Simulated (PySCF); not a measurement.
# GeH3 radical: fields and orbitals, part 1 of 2

Aim: take GeH3 radical and analyse its density (charges, bond critical points, surface potential), see where an electron leaves and enters and measure its response to a uniform field.

Computed with PySCF 2.14.0. Level: levels as typed in each script, gas phase, geometry from GFN2-xTB.

## (1) Starting geometry

SMILES `[GeH3]`, 4 atoms, charge 0, spin multiplicity 2.

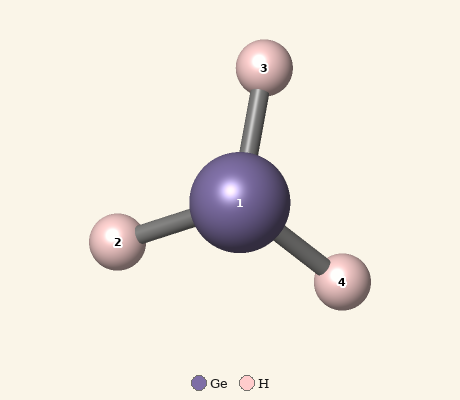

The structure; germanium purple, hydrogen pink; atoms are numbered from 1 in the order of the file.

As a file:

```
Ge    0.0000    0.0000    0.0573
H     1.3266    0.4081   -0.6118
H    -0.3099   -1.3529   -0.6117
H    -1.0167    0.9448   -0.6118
```

## (2) Density, bond paths and surface potential (TPSSh/def2-tzvp)

Input file input.py:

```python
import numpy as np
from pyscf import gto, scf, dft
from pyscf.scf import atom_ks, atom_hf
from scipy.linalg import block_diag

def solve(mol, dm0=None, hcore=None):
    mf = (dft.UKS if mol.spin else dft.RKS)(mol, xc='tpssh')
    mf.grids.level = 3
    mf = mf.density_fit(auxbasis='def2-universal-jkfit')
    mf.conv_tol, mf.max_cycle = 1e-8, 80
    if hcore is not None:
        mf.get_hcore = lambda *args: hcore
    mf.kernel(dm0)
    if not mf.converged:
        mf = mf.newton().run(mf.mo_coeff, mf.mo_occ, max_cycle=30)
    assert mf.converged, 'SCF not converged'
    return mf

mol = gto.M(atom='''
Ge     0.00000     0.00000     0.05735
H      1.32658     0.40806    -0.61177
H     -0.30990    -1.35290    -0.61173
H     -1.01674     0.94478    -0.61175
''', basis='def2-tzvp', charge=0, spin=1, verbose=4)
mf = solve(mol)
mf.analyze()
# spherically averaged free atoms, for the promolecule
atm = atom_ks.get_atm_nrks(mol, xc='tpssh')
pro = block_diag(*[(atm[a[0]][2] * atm[a[0]][3]) @ atm[a[0]][2].T for a in mol._atom])
np.savez('result.npz', e=mf.e_tot, c=mf.mo_coeff, occ=mf.mo_occ, eps=mf.mo_energy, pro=pro, dip=mf.dip_moment(verbose=0), s2=mf.spin_square()[0])
```

Started as:

```sh
$ OMP_NUM_THREADS=1 python input.py
```

The program printed:

```text
[ENV] PYSCF_TMPDIR <dir>
[ENV] PYSCF_MAX_MEMORY 1650
[INPUT] verbose = 4
[INPUT] num. atoms = 4
[INPUT] num. electrons = 35
[INPUT] charge = 0
[INPUT] spin (= nelec alpha-beta = 2S) = 1
[INPUT] symmetry False subgroup None
[INPUT] Mole.unit = angstrom
[INPUT] Symbol           X                Y                Z      unit          X                Y                Z       unit  Magmom
[INPUT]  1 Ge     0.000000000000   0.000000000000   0.057350000000 AA    0.000000000000   0.000000000000   0.108375793244 Bohr   0.0
[INPUT]  2 H      1.326580000000   0.408060000000  -0.611770000000 AA    2.506872882326   0.771121642390  -1.156077751225 Bohr   0.0
[INPUT]  3 H     -0.309900000000  -1.352900000000  -0.611730000000 AA   -0.585626126003  -2.556610473924  -1.156002162180 Bohr   0.0
[INPUT]  4 H     -1.016740000000   0.944780000000  -0.611750000000 AA   -1.921360139890   1.785375447967  -1.156039956703 Bohr   0.0

nuclear repulsion = 33.6310054175898
number of shells = 28
number of NR pGTOs = 124
number of NR cGTOs = 66
basis = def2-tzvp
ecp = {}

******** <class 'pyscf.df.df_jk.DFUKS'> ********
method = DFUKS
initial guess = minao
damping factor = 0
level_shift factor = 0
DIIS = <class 'pyscf.scf.diis.CDIIS'>
diis_start_cycle = 1
diis_space = 8
diis_damp = 0
SCF conv_tol = 1e-08
SCF conv_tol_grad = None
SCF max_cycles = 80
direct_scf = False
number electrons alpha = 18  beta = 17
XC library pyscf.dft.libxc version 7.0.0
    S. Lehtola, C. Steigemann, M. J.T. Oliveira, and M. A.L. Marques.,  SoftwareX 7, 1–5 (2018)
XC functionals = tpssh
    V. N. Staroverov, G. E. Scuseria, J. Tao, and J. P. Perdew.,  J. Chem. Phys. 119, 12129 (2003)
radial grids:
    Treutler-Ahlrichs [JCP 102, 346 (1995); DOI:10.1063/1.469408] (M4) radial grids

becke partition: Becke, JCP 88, 2547 (1988); DOI:10.1063/1.454033
pruning grids: <function nwchem_prune at 0x778b75e5f600>
grids dens level: 3
symmetrized grids: False
atomic radii adjust function: <function treutler_atomic_radii_adjust at 0x778b75e5fba0>
small_rho_cutoff = 0
Set gradient conv threshold to 0.0001
tot grids = 50064
******** <class 'pyscf.df.df.DF'> ********
auxbasis = def2-universal-jkfit
init E= -2077.9584960103
[... the frontier-level lines of each cycle are left out ...]


cycle= 1 E= -2078.67268693929  delta_E= -0.714  |g|= 0.519  |ddm|= 1.06
cycle= 2 E= -2078.65381406406  delta_E= 0.0189  |g|= 0.634  |ddm|= 0.461
cycle= 3 E= -2078.71245447269  delta_E= -0.0586  |g|= 0.0118  |ddm|= 0.261
cycle= 4 E= -2078.71251696328  delta_E= -6.25e-05  |g|= 0.00469  |ddm|= 0.019
cycle= 5 E= -2078.71252792635  delta_E= -1.1e-05  |g|= 0.000666  |ddm|= 0.00474
cycle= 6 E= -2078.7125282794  delta_E= -3.53e-07  |g|= 0.000282  |ddm|= 0.00107
cycle= 7 E= -2078.71252834207  delta_E= -6.27e-08  |g|= 5.19e-05  |ddm|= 0.000449
cycle= 8 E= -2078.71252834649  delta_E= -4.43e-09  |g|= 1.43e-05  |ddm|= 0.000119
Extra cycle  E= -2078.71252834685  delta_E= -3.56e-10  |g|= 8.15e-06  |ddm|= 3.41e-05
converged SCF energy = -2078.71252834685  <S^2> = 0.75190825  2S+1 = 2.0019073
**** SCF Summaries ****
Total Energy =                       -2078.712528346849012
Nuclear Repulsion Energy =              33.631005417589847
One-electron Energy =                -2962.932885653031008
Two-electron Energy =                  850.589351888592091
Two-electron Coulomb Energy =          930.669330341041814
DFT Exchange-Correlation Energy =      -80.079978452449680
**** MO energy ****
                             alpha | beta                alpha | beta
MO #1   energy= -398.466371248598  | -398.465044163018  occ= 1 | 1
MO #2   energy= -49.5810232552957  | -49.5807817145047  occ= 1 | 1
MO #3   energy= -44.0741513597103  | -44.072434613646   occ= 1 | 1
MO #4   energy= -44.0722388850508  | -44.0719557773348  occ= 1 | 1
MO #5   energy= -44.0722388281599  | -44.0719557117825  occ= 1 | 1
MO #6   energy= -6.15058528878759  | -6.14880179572616  occ= 1 | 1
MO #7   energy= -4.31946416635338  | -4.31525318849215  occ= 1 | 1
MO #8   energy= -4.31476022137024  | -4.31397690965889  occ= 1 | 1
MO #9   energy= -4.31476007856656  | -4.31397680314099  occ= 1 | 1
MO #10  energy= -1.15261635266313  | -1.14893168484785  occ= 1 | 1
MO #11  energy= -1.15261631714556  | -1.14893162838187  occ= 1 | 1
MO #12  energy= -1.15241259516695  | -1.14716554865472  occ= 1 | 1
MO #13  energy= -1.14813662386997  | -1.14630522683308  occ= 1 | 1
MO #14  energy= -1.1481364549194   | -1.14630506311747  occ= 1 | 1
MO #15  energy= -0.540163694522571 | -0.517508943278435 occ= 1 | 1
MO #16  energy= -0.331773237230258 | -0.320810537720263 occ= 1 | 1
MO #17  energy= -0.331768716613183 | -0.320806490806155 occ= 1 | 1
MO #18  energy= -0.236269881162675 | -0.144482462899691 occ= 1 | 0
MO #19  energy= 0.026062690930017  | 0.0465952577634061 occ= 0 | 0
MO #20  energy= 0.026066393126777  | 0.0465992527672578 occ= 0 | 0
MO #21  energy= 0.0423742460994632 | 0.0500615561174463 occ= 0 | 0
MO #22  energy= 0.152171081545182  | 0.170567599585589  occ= 0 | 0
MO #23  energy= 0.164876639422876  | 0.179350208791471  occ= 0 | 0
MO #24  energy= 0.164877695189162  | 0.179351552811989  occ= 0 | 0
MO #25  energy= 0.198803047120684  | 0.202608774133368  occ= 0 | 0
MO #26  energy= 0.198805082752591  | 0.202610660857056  occ= 0 | 0
MO #27  energy= 0.267695392551043  | 0.285996107223541  occ= 0 | 0
MO #28  energy= 0.342723006611102  | 0.368875658042958  occ= 0 | 0
MO #29  energy= 0.364786565806507  | 0.380236799346533  occ= 0 | 0
MO #30  energy= 0.364790006929421  | 0.380240718752682  occ= 0 | 0
MO #31  energy= 0.459229227355749  | 0.467031662205041  occ= 0 | 0
MO #32  energy= 0.487494857550569  | 0.50175157703333   occ= 0 | 0
MO #33  energy= 0.487503579570569  | 0.501760255812826  occ= 0 | 0
MO #34  energy= 0.853802733898357  | 0.868877580525918  occ= 0 | 0
MO #35  energy= 0.853803085663805  | 0.868878450449764  occ= 0 | 0
MO #36  energy= 0.86026954148835   | 0.895276210166103  occ= 0 | 0
MO #37  energy= 0.910718897675541  | 0.919879672299126  occ= 0 | 0
MO #38  energy= 0.935112817462947  | 0.965934860712911  occ= 0 | 0
MO #39  energy= 0.935116680549035  | 0.965940193682797  occ= 0 | 0
MO #40  energy= 0.979869722689378  | 1.00603247633458   occ= 0 | 0
MO #41  energy= 0.979872203878391  | 1.00603298773713   occ= 0 | 0
MO #42  energy= 1.00527800953321   | 1.0258919509506    occ= 0 | 0
MO #43  energy= 1.14520448483217   | 1.17349220545001   occ= 0 | 0
MO #44  energy= 1.14521642972683   | 1.17350429306751   occ= 0 | 0
MO #45  energy= 1.19647674013653   | 1.21971732576922   occ= 0 | 0
MO #46  energy= 1.77614029636764   | 1.79382460904152   occ= 0 | 0
MO #47  energy= 1.81112296683453   | 1.82547818104677   occ= 0 | 0
...
spin_pop of  2 H 2px       0.00000
spin_pop of  2 H 2py       0.00001
spin_pop of  2 H 2pz      -0.00017
spin_pop of  3 H 1s        0.02385
spin_pop of  3 H 2s        0.00018
spin_pop of  3 H 3s       -0.00001
spin_pop of  3 H 2px       0.00000
spin_pop of  3 H 2py       0.00000
spin_pop of  3 H 2pz      -0.00017
 ** Mulliken Spin Density (per atom)  **
spin density of  0 Ge =      0.92843
spin density of  1 H =      0.02386
spin density of  2 H =      0.02385
spin density of  3 H =      0.02386
 ** Mulliken pop alpha/beta on meta-lowdin orthogonal AOs **
 ** Mulliken pop       alpha | beta **
pop of  0 Ge 1s        0.99999 | 0.99999
pop of  0 Ge 2s        0.99985 | 0.99985
pop of  0 Ge 3s        0.99951 | 0.99950
pop of  0 Ge 4s        0.74147 | 0.57731
pop of  0 Ge 5s        0.00245 | 0.00143
pop of  0 Ge 6s        0.00056 | 0.00052
pop of  0 Ge 2px       0.99998 | 0.99998
pop of  0 Ge 2py       0.99998 | 0.99998
pop of  0 Ge 2pz       0.99998 | 0.99998
pop of  0 Ge 3px       0.99991 | 0.99992
pop of  0 Ge 3py       0.99991 | 0.99992
pop of  0 Ge 3pz       0.99993 | 0.99990
pop of  0 Ge 4px       0.42746 | 0.42017
pop of  0 Ge 4py       0.42746 | 0.42017
pop of  0 Ge 4pz       0.76873 | 0.01902
pop of  0 Ge 5px       0.00449 | 0.00417
pop of  0 Ge 5py       0.00449 | 0.00417
pop of  0 Ge 5pz       0.00035 | 0.00100
pop of  0 Ge 6px       0.00009 | 0.00007
pop of  0 Ge 6py       0.00009 | 0.00007
pop of  0 Ge 6pz       0.00006 | 0.00011
pop of  0 Ge 3dxy      0.99946 | 0.99952
pop of  0 Ge 3dyz      0.99938 | 0.99968
pop of  0 Ge 3dz^2     0.99954 | 0.99975
pop of  0 Ge 3dxz      0.99938 | 0.99968
pop of  0 Ge 3dx2-y2    0.99946 | 0.99952
pop of  0 Ge 4dxy      0.00103 | 0.00110
pop of  0 Ge 4dyz      0.00088 | 0.00128
pop of  0 Ge 4dz^2     0.00114 | 0.00047
pop of  0 Ge 4dxz      0.00088 | 0.00128
pop of  0 Ge 4dx2-y2    0.00103 | 0.00110
pop of  0 Ge 5dxy      0.00028 | 0.00030
pop of  0 Ge 5dyz      0.00029 | 0.00041
pop of  0 Ge 5dz^2     0.00069 | 0.00030
pop of  0 Ge 5dxz      0.00029 | 0.00041
pop of  0 Ge 5dx2-y2    0.00028 | 0.00030
pop of  0 Ge 6dxy      0.00008 | 0.00007
pop of  0 Ge 6dyz      0.00007 | 0.00007
pop of  0 Ge 6dz^2     0.00006 | 0.00003
pop of  0 Ge 6dxz      0.00007 | 0.00007
pop of  0 Ge 6dx2-y2    0.00008 | 0.00007
pop of  0 Ge 4f-3      0.00023 | 0.00022
pop of  0 Ge 4f-2      0.00002 | 0.00000
pop of  0 Ge 4f-1      0.00001 | 0.00007
pop of  0 Ge 4f+0      0.00021 | 0.00026
pop of  0 Ge 4f+1      0.00001 | 0.00007
pop of  0 Ge 4f+2      0.00002 | 0.00000
pop of  0 Ge 4f+3      0.00015 | 0.00014
pop of  1 H 1s        0.53601 | 0.51216
pop of  1 H 2s        0.00206 | 0.00187
pop of  1 H 3s        0.00026 | 0.00027
pop of  1 H 2px       0.00080 | 0.00079
pop of  1 H 2py       0.00010 | 0.00010
pop of  1 H 2pz       0.00018 | 0.00036
pop of  2 H 1s        0.53601 | 0.51216
pop of  2 H 2s        0.00206 | 0.00187
pop of  2 H 3s        0.00026 | 0.00027
pop of  2 H 2px       0.00007 | 0.00007
pop of  2 H 2py       0.00083 | 0.00082
pop of  2 H 2pz       0.00018 | 0.00036
pop of  3 H 1s        0.53601 | 0.51216
pop of  3 H 2s        0.00206 | 0.00187
pop of  3 H 3s        0.00026 | 0.00027
pop of  3 H 2px       0.00048 | 0.00047
pop of  3 H 2py       0.00042 | 0.00041
pop of  3 H 2pz       0.00018 | 0.00036
In total            18.00000 | 17.00000
 ** Mulliken atomic charges   ( Nelec_alpha | Nelec_beta ) **
charge of  0Ge =      0.16484  (    16.38180     15.45336 )
charge of  1H =     -0.05494  (     0.53940      0.51554 )
charge of  2H =     -0.05495  (     0.53940      0.51555 )
charge of  3H =     -0.05495  (     0.53940      0.51554 )
Dipole moment(X, Y, Z, Debye):  0.00004,  0.00004,  0.48963
Spherically averaged atomic KS for {'H', 'Ge'}

******** <class 'pyscf.scf.atom_ks.AtomSphAverageRKS'> ********
method = AtomSphAverageRKS
initial guess = vsap
damping factor = 0
level_shift factor = 0
diis_start_cycle = 1
diis_space = 12
SCF conv_tol = 1e-09
SCF conv_tol_grad = None
SCF max_cycles = 50
direct_scf = True
direct_scf_tol = 1e-13
XC library pyscf.dft.libxc version 7.0.0
    S. Lehtola, C. Steigemann, M. J.T. Oliveira, and M. A.L. Marques.,  SoftwareX 7, 1–5 (2018)
XC functionals = tpssh
    V. N. Staroverov, G. E. Scuseria, J. Tao, and J. P. Perdew.,  J. Chem. Phys. 119, 12129 (2003)
radial grids:
    Treutler-Ahlrichs [JCP 102, 346 (1995); DOI:10.1063/1.469408] (M4) radial grids

becke partition: Becke, JCP 88, 2547 (1988); DOI:10.1063/1.454033
pruning grids: <function nwchem_prune at 0x778b75e5f600>
grids dens level: 3
symmetrized grids: False
atomic radii adjust function: <function treutler_atomic_radii_adjust at 0x778b75e5fba0>
User specified grid scheme (100, 434)
small_rho_cutoff = 0
Set gradient conv threshold to 3.16228e-05
tot grids = 22928
init E= -2043.16749100069
cycle= 1 E= -2043.15936544969  delta_E= 0.00813  |g|=    0  |ddm|= 0.404
cycle= 2 E= -2043.13572673365  delta_E= 0.0236  |g|=    0  |ddm|= 0.565
cycle= 3 E= -2043.19292861886  delta_E= -0.0572  |g|=    0  |ddm|= 0.283
cycle= 4 E= -2043.19256940962  delta_E= 0.000359  |g|=    0  |ddm|= 0.0761
cycle= 5 E= -2043.1935806618  delta_E= -0.00101  |g|=    0  |ddm|= 0.0398
cycle= 6 E= -2043.19357522785  delta_E= 5.43e-06  |g|=    0  |ddm|= 0.00929
cycle= 7 E= -2043.19359024951  delta_E= -1.5e-05  |g|=    0  |ddm|= 0.00481
cycle= 8 E= -2043.19359016882  delta_E= 8.07e-08  |g|=    0  |ddm|= 0.00113
cycle= 9 E= -2043.19359039353  delta_E= -2.25e-07  |g|=    0  |ddm|= 0.000588
cycle= 10 E= -2043.19359039236  delta_E= 1.17e-09  |g|=    0  |ddm|= 0.000135
cycle= 11 E= -2043.19359039564  delta_E= -3.28e-09  |g|=    0  |ddm|= 7.1e-05
cycle= 12 E= -2043.19359039563  delta_E= 9.09e-12  |g|=    0  |ddm|= 1.55e-05
Extra cycle  E= -2043.19359039562  delta_E= 1.82e-11  |g|=    0  |ddm|= 1.99e-05
Atomic HF for atom  Ge  converged. SCF energy = -2043.19359039562

******** <class 'pyscf.scf.atom_ks.AtomSphAverageRKS'> ********
method = AtomSphAverageRKS
initial guess = vsap
damping factor = 0
level_shift factor = 0
diis_start_cycle = 1
diis_space = 12
SCF conv_tol = 1e-09
SCF conv_tol_grad = None
SCF max_cycles = 50
direct_scf = True
direct_scf_tol = 1e-13
XC library pyscf.dft.libxc version 7.0.0
    S. Lehtola, C. Steigemann, M. J.T. Oliveira, and M. A.L. Marques.,  SoftwareX 7, 1–5 (2018)
XC functionals = tpssh
    V. N. Staroverov, G. E. Scuseria, J. Tao, and J. P. Perdew.,  J. Chem. Phys. 119, 12129 (2003)
radial grids:
    Treutler-Ahlrichs [JCP 102, 346 (1995); DOI:10.1063/1.469408] (M4) radial grids

becke partition: Becke, JCP 88, 2547 (1988); DOI:10.1063/1.454033
pruning grids: <function nwchem_prune at 0x778b75e5f600>
grids dens level: 3
symmetrized grids: False
atomic radii adjust function: <function treutler_atomic_radii_adjust at 0x778b75e5fba0>
User specified grid scheme (100, 434)
small_rho_cutoff = 0
Set gradient conv threshold to 3.16228e-05
tot grids = 26240
init E= 33.1950636416197
cycle= 1 E= 33.1819662316231  delta_E= -0.0131  |g|=    0  |ddm|= 0.313
cycle= 2 E= 33.1819448737666  delta_E= -2.14e-05  |g|=    0  |ddm|= 0.00798
cycle= 3 E= 33.1819447318857  delta_E= -1.42e-07  |g|=    0  |ddm|= 0.00114
cycle= 4 E= 33.1819447309451  delta_E= -9.41e-10  |g|=    0  |ddm|= 4.21e-05
Extra cycle  E= 33.1819447309386  delta_E= -6.54e-12  |g|=    0  |ddm|= 7.56e-06
Atomic HF for atom  H  converged. SCF energy = 33.1819447309386
```

Wall time 7 s (1 thread of AMD EPYC 7R43 (Zen 3), shared host); peak memory 0.28 GiB.

The free atoms at the end serve only for the promolecule density; their printed energies are not used.

## (3) Analysis of result.npz

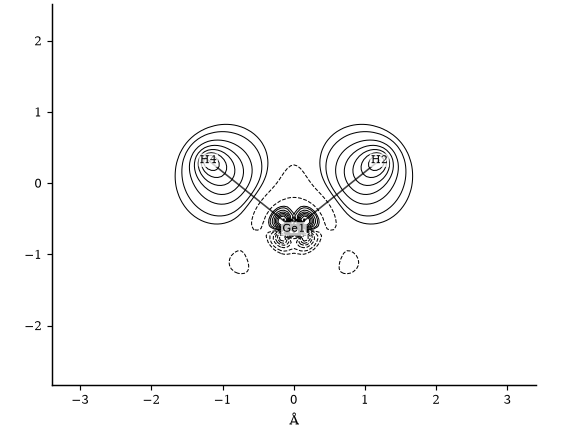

Deformation density (molecule less spherical, spin-averaged free atoms) in the plane of Ge1, H2 and H4; contours at ±0.05 to ±0.8 e/Å³; solid lines: gain, dashed lines: loss.

Describe the bonding that the map shows.

Ge1–H2 and Ge1–H4: +0.23 e/Å³ at the bond critical point (bond length 1.54 Å, Mayer order 1.0). In all, 0.8 electrons are displaced relative to the promolecule.

Where do the Hirshfeld charges lie?

The highest Hirshfeld charge is on Ge1 (+0.23 e), the lowest on H2, H3 and H4 (−0.08 e).

```
atom  charge (e)
 Ge1       +0.23
  H2       −0.08
  H3       −0.08
  H4       −0.08
```

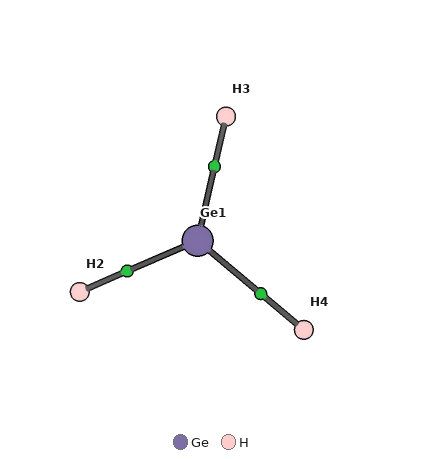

Molecular graph of the electron density (QTAIM): bond paths, bond critical points (green), ring points (magenta, if any); weak paths are dashed.

How many critical points of each kind are there, and does the count close?

4 nuclei, 3 bond, 0 ring and 0 cage critical points: 4 − 3 + 0 − 0 = 1, as the Poincaré–Hopf relation requires.

What does the calculation give at each kind of bond critical point?

```
       bond  length (Å)  ρ (a.u.)  ∇²ρ (a.u.)     ε  H (a.u.)
Ge1–H2 (×3)       1.541     0.131       +0.07  0.01    −0.074
```

What kind of interaction is Ge1–H2?

Polar or intermediate (positive Laplacian, negative energy density H): ρ = 0.131, ∇²ρ = +0.07, H = −0.074 a.u.

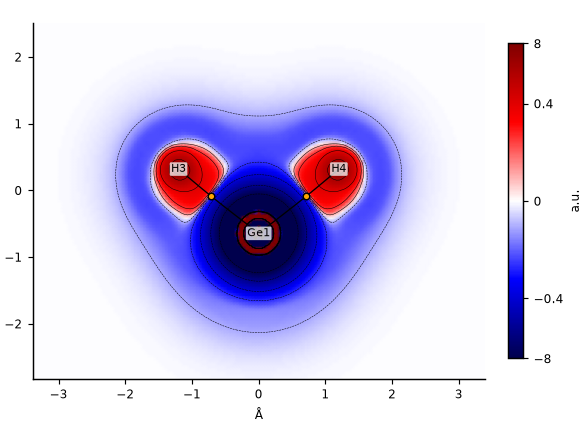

Negative Laplacian of the density (−∇²ρ) in the plane of Ge1, H3 and H4 (red positive, blue negative, colour scale in a.u., logarithmic beyond ±0.04), with bond paths and bond critical points (dots).

At which bond critical points in this plane is charge locally concentrated, and at which depleted?

At none is it concentrated. Depleted (∇²ρ > 0): Ge1–H3 and Ge1–H4 (+0.07 a.u., H = −0.074). A positive Laplacian with clearly negative H marks a bond with a covalent part that is not a plain shared pair: a strongly polar bond, a metal-ligand bond, or a charge-shift bond such as F–F or O–O.

Where along Ge1–H3 does the critical point lie?

0.91 Å from Ge1 and 0.63 Å from H3.

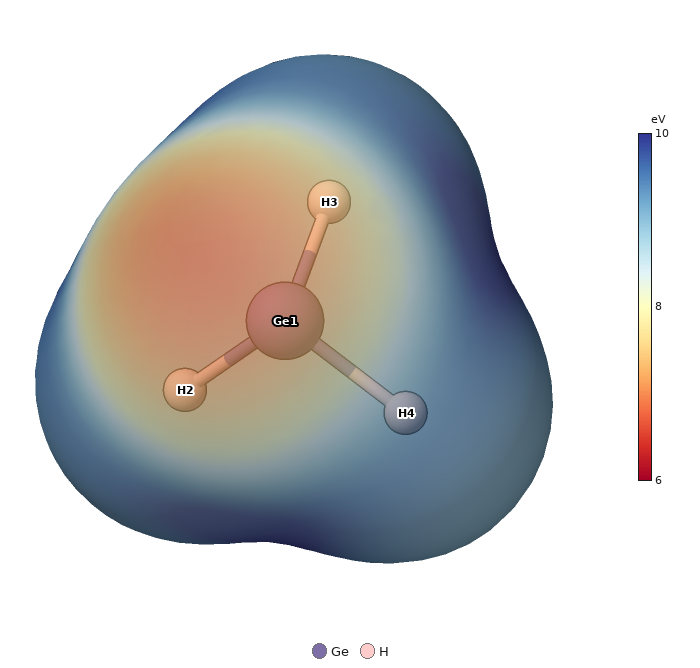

Average local ionisation energy on the surface of electron density 0.001 a.u.

Locate the minima of the map.

The lowest local ionisation energy is 6.9 eV, 2.4 Å from Ge1. Further minima include 8.9 eV, 1.6 Å from H4, and at symmetry-equivalent points. For comparison, the highest occupied orbital lies at −6.4 eV.

What volume does the surface enclose, and what is the dipole moment?

About 63 Å³; the dipole moment is 0.5 D.

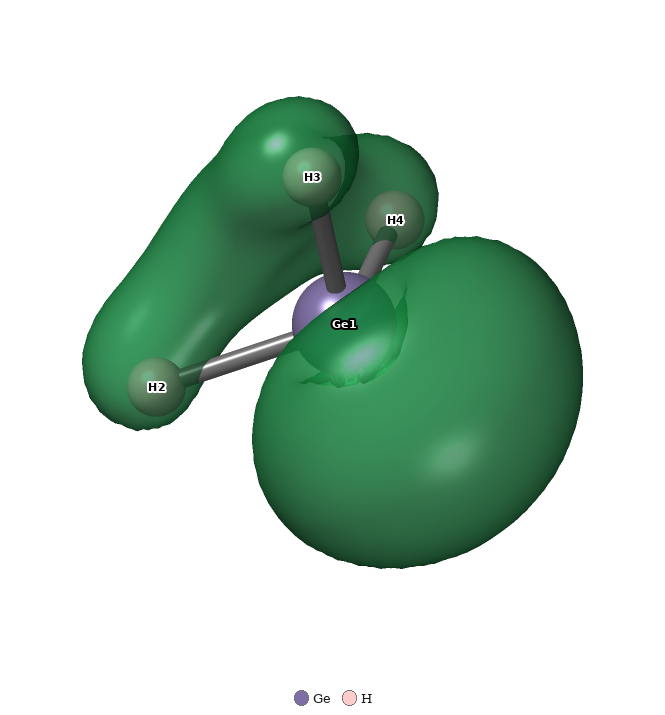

Spin density ρα − ρβ at ±0.02 e/Å³ (green: excess α, purple: excess β).

How is the spin shared among the atoms?

Hirshfeld spin populations: Ge1 +0.82 and H2, H3 and H4 +0.06. ⟨S²⟩ = 0.75, against 0.75 for a pure state.

(Continued in part 2 of 2.)
